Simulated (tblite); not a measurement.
# C5H9FOSi: the cost of one run

Computed with tblite 0.8.0 and PySCF 2.14.0, with density-fitted response routines of our own, on a single molecule in the gas phase. Atoms count from 0, in the outputs and in this text.

### 1 The starting structure

17 atoms, charge 0, multiplicity 1; geometry from: force field or distance geometry start.

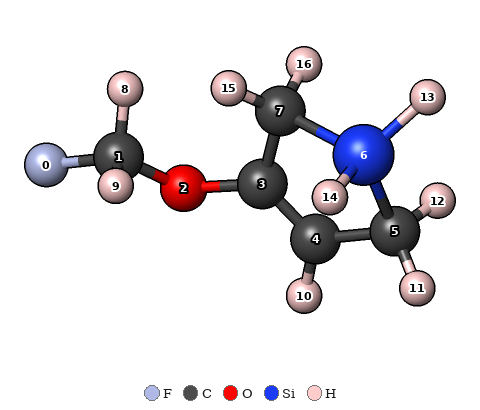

The starting geometry (fluorine light blue, carbon dark grey, oxygen red, silicon blue, hydrogen pink), atoms numbered.

### 2 Geometry optimisation with GFN2-xTB

The job: settings as JSON, then the geometry in Å.

```
{"job": {"kind": "relax", "xc": "GFN2-xTB", "basis": "xTB"}, "charge": 0, "multiplicity": 1}
F      3.741300    -1.065500    -0.313500
C      2.562700    -0.494400     0.158300
O      1.472600    -0.992300    -0.538400
C      0.183500    -0.468900    -0.144300
C     -0.744600    -0.256300    -0.973300
C     -2.040800     0.270700    -0.512800
Si    -1.463500     1.011200     1.134000
C     -0.043500    -0.200600     1.295200
H      2.525200    -0.753000     1.266500
H      2.566700     0.616200     0.124100
H     -0.610100    -0.449900    -2.080300
H     -2.473200     1.036300    -1.173300
H     -2.700500    -0.576100    -0.285000
H     -2.453600     0.876000     2.178300
H     -0.972000     2.390800     0.941300
H      0.816200     0.233400     1.828400
H     -0.373400    -1.165400     1.734500
```

Launch:

```
> OMP_NUM_THREADS=1 python probes_run.py task.json out
```

The driver reads the jobs from task.json and runs them one after another.

**Question.** How long does this first job take on 1 thread of Arm Neoverse N1, shared host?

About 2 s.
